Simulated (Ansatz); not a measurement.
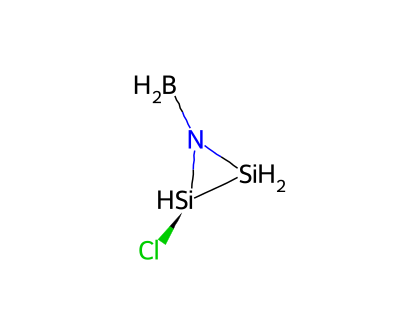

The picture comes from a calculation with Ansatz.

Skeletal drawing of a molecule.

Transcribe the drawing into SMILES.

Answer. BN1[SiH2][Si@H]1Cl

Give the formula, hydrogens included.

Answer. BClH5NSi2.

An optimisation with PBE-D4/def2-SVP gave a structure of which point group?

Answer. C1.
